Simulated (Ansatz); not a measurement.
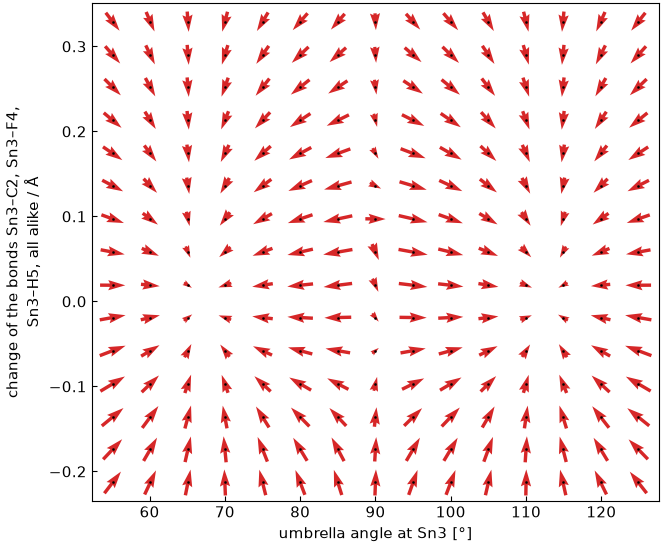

CHFNSn, SMILES N#[C][SnH][F], spin multiplicity 2. First axis: umbrella angle at Sn3 (between each of its bonds and their common axis; 90 is planar). Second axis: change of the bonds Sn3–C2, Sn3–F4, Sn3–H5, all alike. Nothing is relaxed (all other coordinates rigid). Grid: 15 × 15 points. Points are written as (first, second). Method: Ansatz 0.2.0, UKS PBE0-D4/def2-SVP.

Drawn: dots at the grid points, arrows along the force (downhill), their lengths compressed.

Q: The arrows alone are given. Where are the wells?

A: The arrows converge at about (113°, 0.000 Å); about (67°, 0.00 Å) (0.8 kJ/mol up) (read from the interpolated surface).

The energy map of the same scan:

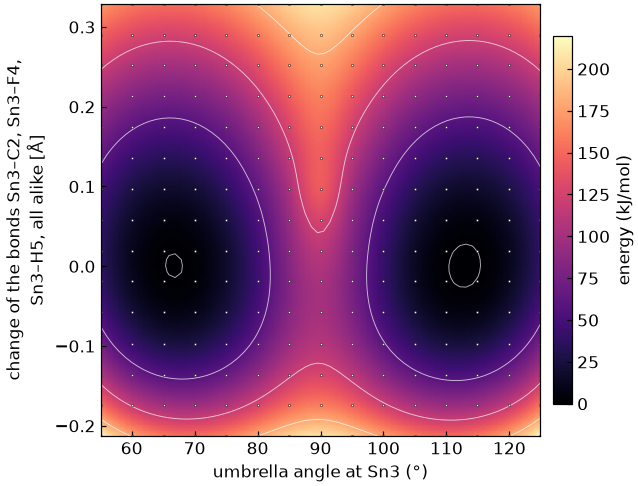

Energies are in kJ/mol, from the lowest grid point; between grid points the surface is interpolated.
